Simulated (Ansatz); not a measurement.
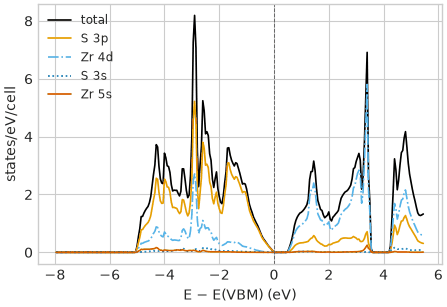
Fig. 1. Total and projected density of states of ZrS2 (CdI2 type, P-3m1), LDA (plane waves, PAW; program Ansatz)

**Question.** Which orbitals carry the states next to the gap?

**Answer.** Top 1 eV of the valence band: S 3p 90 %, Zr 4d 8 %. Bottom 1 eV of the conduction band: Zr 4d 72 %, S 3p 21 %. Projections are on Löwdin-orthogonalised atomic valence shells; empty p or d shells of many metals are not among them.

**Question.** Where is the tallest occupied peak in this window, and what makes it?

**Answer.** Near -2.9 eV, about 8.2 states/eV per cell; the largest projected share is S 3p.

Symmetry was held in the LDA relaxation. The run is not spin-polarised. A crystal of weakly bound layers computed without a dispersion correction: the cell and the soft elastic constants depend strongly on that. Spin–orbit coupling is left out wherever it is not named.

Potentials: the later of the program's two PAW sets.
